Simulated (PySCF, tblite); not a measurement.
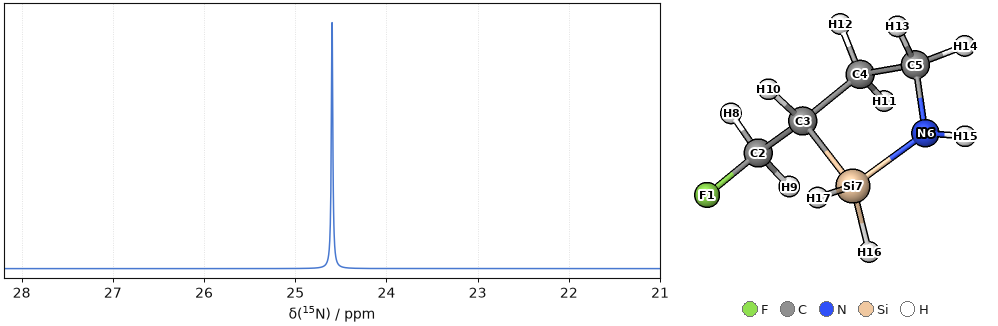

Spectrum and numbered structure of C₄H₁₀FNSi, SMILES FC[C@@H]1CCN[SiH2]1. GIAO shifts, PBE0/pcSseg-1, PySCF 2.14.0, at a GFN2-xTB geometry (a minimum by its frequencies), against NH₃ for ¹⁵N computed at the same level (¹⁵N: a single molecule, while the usual scales start at liquid NH₃ or nitromethane; multiply bonded nitrogen can come out tens of ppm too deshielded). Gas phase, fully decoupled, line heights follow the number of nuclei, widths are arbitrary (no quadrupolar broadening); values of one conformer, averaged over methyl-type rotors and exact or near symmetry; other conformers aren't averaged in.

> Where does the ¹⁵N line lie?

At 24.6 ppm (N6).

Known limits of this run: the tight-binding geometry is rougher than a DFT one and adds to the error.
